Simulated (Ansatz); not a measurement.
# Run report: ZrNH₃ClF₃, nudged elastic band

ZrNH₃ClF₃, computed with RKS PBE/def2-SVP (Ansatz 0.2.0).

One setting was made poor on purpose. It belongs to a series of runs on one base structure; here: band between the two ends. Figures and captions count atoms from 1; the log counts them from 0 in places.

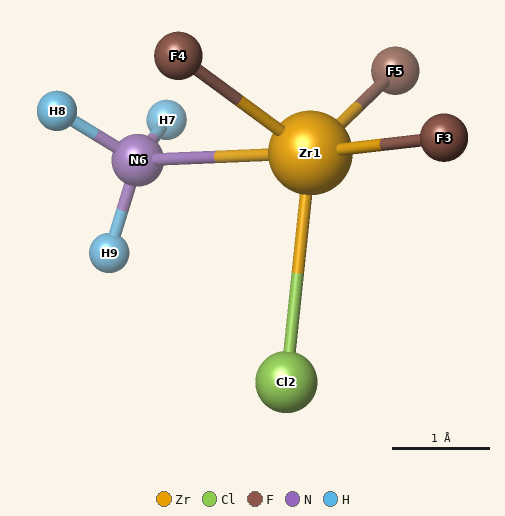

The starting structure (ball-and-stick view, seen at a tilt; atoms are numbered from 1 in the order of the input). Sticks mark near contacts. Bond lengths as drawn: Cl–Zr 2.40 Å, F–Zr 1.92 Å, H–N 1.03 Å and N–Zr 2.48 Å.

### Input file
```yaml
crystal:
  periodic: [false, false, false]
  atoms:
    - { symbol: Zr, position_ang: [-0.054255, 0.019346, 0.168719] }
    - { symbol: Cl, position_ang: [0.542413, -0.223583, 2.476964] }
    - { symbol: F, position_ang: [1.68512, 0.05317, -0.63664] }
    - { symbol: F, position_ang: [-0.688623, 1.739412, -0.410785] }
    - { symbol: F, position_ang: [-0.773097, -1.518983, -0.733556] }
    - { symbol: "N", position_ang: [-2.352181, -0.013499, 1.090096] }
    - { symbol: H, position_ang: [-2.904806, -0.798193, 0.71604] }
    - { symbol: H, position_ang: [-2.869162, 0.848622, 0.865261] }
    - { symbol: H, position_ang: [-2.35731, -0.10629, 2.115801] }
basis:
  gaussian: { orbitals: def2-SVP }
hamiltonian:
  xc: pbe
neb:
  order_check: false
  images: 2
  f_tol: 0.05
  max_iterations: 60
  climbing: false
  final_atoms:
    - { symbol: Zr, position_ang: [-0.20248295, 0.45727571, 0.09740407] }
    - { symbol: Cl, position_ang: [-0.09538074, 1.66451359, 2.16243201] }
    - { symbol: F, position_ang: [0.35620954, -1.38214829, 0.1151815] }
    - { symbol: F, position_ang: [1.2874496, 1.22420471, -0.83582558] }
    - { symbol: F, position_ang: [-1.60098711, 0.92204951, -1.13764771] }
    - { symbol: "N", position_ang: [-2.14524447, -0.59491192, 1.18291141] }
    - { symbol: H, position_ang: [-2.54451326, -1.35772984, 0.6156211] }
    - { symbol: H, position_ang: [-2.91232765, 0.07173532, 1.35224911] }
    - { symbol: H, position_ang: [-1.91462396, -1.00498679, 2.09957409] }
  initial_path:
    images:
      - { positions_ang: [[-0.054255, 0.019346, 0.168719], [0.542413, -0.223583, 2.476964], [1.68512, 0.05317, -0.63664], [-0.688623, 1.739412, -0.410785], [-0.773097, -1.518983, -0.733556], [-2.352181, -0.013499, 1.090096], [-2.904806, -0.798193, 0.71604], [-2.869162, 0.848622, 0.865261], [-2.35731, -0.10629, 2.115801]] }
      - { positions_ang: [[-0.01660098, 0.01933682, 0.05901581], [0.17548444, -0.11912362, 2.74088832], [1.80947897, 0.04434959, -0.64432499], [-0.84879967, 1.68227835, -0.54334474], [-0.87580491, -1.5571473, -0.71565408], [-2.37244246, -0.00814442, 0.88789662], [-3.03527824, -0.66472487, 0.42528674], [-2.73746329, 0.66726424, 1.37118002], [-1.87047486, -0.06408679, 2.0709563]] }
      - { positions_ang: [[-0.0660103, 0.16531339, 0.03524416], [-0.03711347, 0.51024191, 2.63604432], [1.36650882, -0.43408984, -0.39371782], [-0.19010881, 1.51054259, -0.68502493], [-1.15176829, -0.7434698, -0.85035131], [-2.30346361, -0.20194872, 0.91883509], [-2.91518066, -0.85123716, 0.39181377], [-2.75185184, 0.40830202, 1.53350939], [-1.72291285, -0.36365239, 2.06554733]] }
      - { positions_ang: [[-0.20248295, 0.45727571, 0.09740407], [-0.09538074, 1.66451359, 2.16243201], [0.35620954, -1.38214829, 0.1151815], [1.2874496, 1.22420471, -0.83582558], [-1.60098711, 0.92204951, -1.13764771], [-2.14524447, -0.59491192, 1.18291141], [-2.54451326, -1.35772984, 0.6156211], [-2.91232765, 0.07173532, 1.35224911], [-1.91462396, -1.00498679, 2.09957409]] }
```

Machine: 4 threads of INTEL XEON PLATINUM @ 2.10GHz (Emerald Rapids), 24 GiB of memory available, shared host.

Launch command:
```bash
ansatz run input.yaml --threads 4 --pin off --max-ram 5120MiB --backend cpu --events-out ev --progress --plain --runs-dir out
```

### What the program printed
```
Engine: ansatz 0.2.0, x86_64-unknown-linux-gnu
Functional definition: PBE
  parameter kappa = 0.804
  parameter beta = 0.06672455060314922
  exchange = pbe_x(kappa = kappa, mu = beta*pi^2/3)
  correlation = pbe_c(beta = beta)
1263 factors; their error is unknown
mean field evaluation 1: about -23466.5682 eV, gradient 7.9e1 eV
mean field evaluation 2: about -23390.0900 eV, gradient 2.3e2 eV
mean field evaluation 4: about -23476.7704 eV, gradient 1.6e1 eV
mean field evaluation 8: about -23477.2502 eV, gradient 1.3e-1 eV
mean field evaluation 16: about -23477.1895 eV, gradient 4.2e-4 eV
mean field -23477.18952461 eV, -862.7708016190 hartree, gradient 1.5e-5 eV, S^2 0.000000; 0 other end points of the search recorded, 0 dependent functions left out
the calculation of the forces begins
reference -23477.18960630 eV, -862.7708046210 hartree; 33, 33 occupied and 87, 87 virtual orbitals, 1263 factors
1263 factors; their error is unknown
mean field evaluation 32: about -23477.1984 eV, gradient 2.6e-2 eV
mean field -23477.19837034 eV, -862.7711266932 hartree, gradient 1.7e-5 eV, S^2 0.000000; 0 other end points of the search recorded, 0 dependent functions left out
[... from here on the field's lines of each further geometry are left out, up to the last ...]
NEB iter   1: max|band force component| = 2.432e1 eV/Å  barrier→ = 9.5199 eV  barrier← = 9.5287 eV  Δτ_max = 0.1983 Å  (118 SCF iters)
NEB iter   2: max|band force component| = 5.925e0 eV/Å  barrier→ = 2.7558 eV  barrier← = 2.7646 eV  Δτ_max = 0.1987 Å  (69 SCF iters)
NEB iter   3: max|band force component| = 3.941e0 eV/Å  barrier→ = 1.8001 eV  barrier← = 1.8089 eV  Δτ_max = 0.1989 Å  (70 SCF iters)
NEB iter   4: max|band force component| = 2.764e0 eV/Å  barrier→ = 1.3541 eV  barrier← = 1.3629 eV  Δτ_max = 0.2000 Å  (70 SCF iters)
NEB iter   5: max|band force component| = 1.897e0 eV/Å  barrier→ = 0.9902 eV  barrier← = 0.9991 eV  Δτ_max = 0.2000 Å  (69 SCF iters)
NEB iter   6: max|band force component| = 7.809e-1 eV/Å  barrier→ = 0.5863 eV  barrier← = 0.5952 eV  Δτ_max = 0.2000 Å  (68 SCF iters)
NEB iter   7: max|band force component| = 5.974e-1 eV/Å  barrier→ = 0.2674 eV  barrier← = 0.2762 eV  Δτ_max = 0.1988 Å  (64 SCF iters)
NEB iter   8: max|band force component| = 3.697e-1 eV/Å  barrier→ = 0.2122 eV  barrier← = 0.2211 eV  Δτ_max = 0.0909 Å  (62 SCF iters)
NEB iter   9: max|band force component| = 2.728e-1 eV/Å  barrier→ = 0.1910 eV  barrier← = 0.1998 eV  Δτ_max = 0.0428 Å  (58 SCF iters)
NEB iter  10: max|band force component| = 1.565e-1 eV/Å  barrier→ = 0.1862 eV  barrier← = 0.1951 eV  Δτ_max = 0.0192 Å  (59 SCF iters)
NEB iter  11: max|band force component| = 5.498e-2 eV/Å  barrier→ = 0.1862 eV  barrier← = 0.1950 eV  Δτ_max = 0.0086 Å  (53 SCF iters)
the calculation of the forces begins
reference -23477.01145895 eV, -862.7642578264 hartree; 33, 33 occupied and 87, 87 virtual orbitals, 1263 factors
1263 factors; their error is unknown
mean field -23477.00335177 eV, -862.7639598932 hartree, gradient 7.6e-6 eV, S^2 0.000000; 1 other end points of the search recorded, 0 dependent functions left out
the calculation of the forces begins
reference -23477.00343326 eV, -862.7639628877 hartree; 33, 33 occupied and 87, 87 virtual orbitals, 1263 factors
NEB iter  12: max|band force component| = 1.947e-2 eV/Å  barrier→ = 0.1862 eV  barrier← = 0.1950 eV  Δτ_max = 0.0000 Å  (112 SCF iters)
```

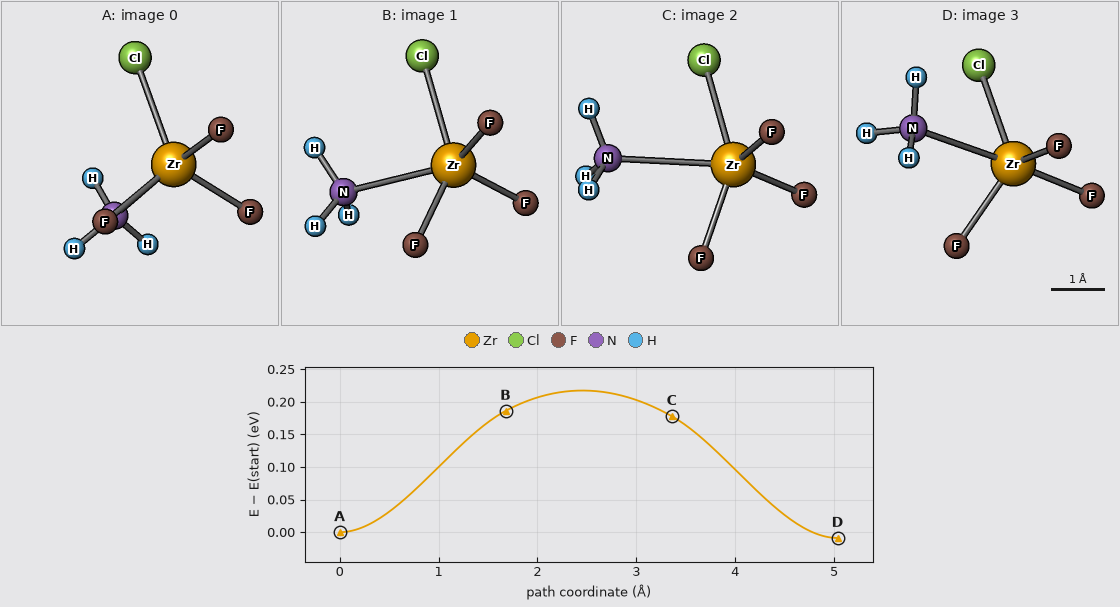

Images of the last band (counted from 0; ball-and-stick, seen at an oblique angle) above the energy along the path; the line is a cubic interpolation that uses the forces. The highest image is number 1, 0.186 eV above the start and 0.195 eV above the end; the end lies 0.009 eV below the start. The path is 5.04 Å long. The band converged in 12 iterations.

```
Total energy: -23477.00343326 eV, -862.7639628877 hartree
Atom 0 at    -0.151592     0.215823     0.085759 Å, force     0.003181    -0.006952    -0.000807 eV/Å
Atom 1 at     0.345006     0.605264     2.436101 Å, force     0.016091    -0.035755     0.007659 eV/Å
Atom 2 at     1.534208    -0.591888    -0.314395 Å, force     0.021279     0.024597    -0.014433 eV/Å
Atom 3 at    -0.289633     1.959493    -0.680936 Å, force    -0.033002     0.001534     0.009456 eV/Å
Atom 4 at    -1.153909    -0.923280    -1.125992 Å, force     0.019072    -0.040107     0.009310 eV/Å
Atom 5 at    -2.266723    -0.257153     1.184437 Å, force    -0.007477     0.013883    -0.000673 eV/Å
Atom 6 at    -2.749054    -1.028319     0.699746 Å, force    -0.008625     0.014020    -0.003055 eV/Å
Atom 7 at    -2.920253     0.540336     1.197371 Å, force    -0.001885     0.014304    -0.006276 eV/Å
Atom 8 at    -2.119950    -0.520274     2.169809 Å, force    -0.008636     0.014476    -0.001181 eV/Å
Dipole moment:    -1.128086    -0.219660     0.370732 e Å
this run last wrote the band of iteration 12 to [file]
```

### The last band as extended XYZ (Å, eV, eV/Å)
```
9
Properties=species:S:1:pos:R:3:forces:R:3 image=0 energy=-23477.18953
Zr   -0.0543    0.0193    0.1687    0.0013  -0.0011  -0.0023
Cl    0.5424   -0.2236    2.4770    0.0011  -0.0004   0.0000
F     1.6851    0.0532   -0.6366   -0.0022   0.0004   0.0017
F    -0.6886    1.7394   -0.4108   -0.0006   0.0008   0.0004
F    -0.7731   -1.5190   -0.7336   -0.0002  -0.0001   0.0010
N    -2.3522   -0.0135    1.0901    0.0000   0.0007  -0.0021
H    -2.9048   -0.7982    0.7160    0.0018  -0.0031   0.0025
H    -2.8692    0.8486    0.8653    0.0020   0.0025   0.0024
H    -2.3573   -0.1063    2.1158   -0.0031   0.0003  -0.0036
9
Properties=species:S:1:pos:R:3:forces:R:3 image=1 energy=-23477.00335
Zr   -0.1516    0.2158    0.0858    0.0032  -0.0070  -0.0008
Cl    0.3450    0.6053    2.4361    0.0161  -0.0358   0.0077
F     1.5342   -0.5919   -0.3144    0.0213   0.0246  -0.0144
F    -0.2896    1.9595   -0.6809   -0.0330   0.0015   0.0095
F    -1.1539   -0.9233   -1.1260    0.0191  -0.0401   0.0093
N    -2.2667   -0.2572    1.1844   -0.0075   0.0139  -0.0007
H    -2.7491   -1.0283    0.6997   -0.0086   0.0140  -0.0031
H    -2.9203    0.5403    1.1974   -0.0019   0.0143  -0.0063
H    -2.1199   -0.5203    2.1698   -0.0086   0.0145  -0.0012
9
Properties=species:S:1:pos:R:3:forces:R:3 image=2 energy=-23477.01138
Zr   -0.2062    0.3450    0.0626   -0.0187   0.0048   0.0015
Cl    0.0746    1.1936    2.3232   -0.0122   0.0368  -0.0045
F     1.0494   -1.0867   -0.0905   -0.0274  -0.0235   0.0150
F     0.4247    1.9314   -0.7977    0.0407   0.0048  -0.0138
F    -1.5459   -0.0318   -1.2905   -0.0111   0.0428  -0.0104
N    -2.1486   -0.5091    1.2283    0.0259  -0.0097  -0.0067
H    -2.6163   -1.2691    0.7125    0.0011  -0.0238   0.0097
H    -2.8453    0.2464    1.3124   -0.0023  -0.0115   0.0036
H    -1.9584   -0.8196    2.1917    0.0039  -0.0206   0.0057
9
Properties=species:S:1:pos:R:3:forces:R:3 image=3 energy=-23477.19837
Zr   -0.2025    0.4573    0.0974    0.0005   0.0042  -0.0161
Cl   -0.0954    1.6645    2.1624   -0.0053  -0.0058  -0.0044
F     0.3562   -1.3821    0.1152    0.0042   0.0048   0.0025
F     1.2874    1.2242   -0.8358   -0.0018  -0.0061   0.0035
F    -1.6010    0.9221   -1.1376    0.0050   0.0025   0.0049
N    -2.1452   -0.5949    1.1829   -0.0124  -0.0100   0.0109
H    -2.5445   -1.3577    0.6156    0.0087   0.0146   0.0085
H    -2.9123    0.0717    1.3522    0.0047  -0.0054   0.0005
H    -1.9146   -1.0050    2.0996   -0.0034   0.0011  -0.0104
```

### Summary

```tsv
quantity	value
outcome	converged
barrier, forward	0.186 eV
barrier, backward	0.195 eV
wall time	27 s (CPU time 95 s)
peak memory	0.19 GiB
```

### Remarks

A deliberately poor setting: few images. The order of the saddle point was not checked.
